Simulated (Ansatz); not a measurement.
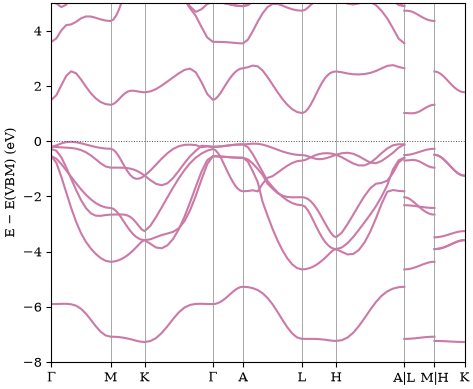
Figure. Band structure from r²SCAN in the plane-wave PAW code Ansatz

The gap is 1.00 eV; an edge lies off the plotted path or next to a special point (maximum off the standard path, minimum off the standard path).

The material is SnSe2 (CdI2 type, P-3m1).

The r²SCAN relaxation kept the symmetry of its start. A crystal of weakly bound layers computed without a dispersion correction: the cell and the soft elastic constants depend strongly on that. Spin–orbit coupling is left out wherever it is not named.

Potentials: the earlier of the program's two PAW sets.
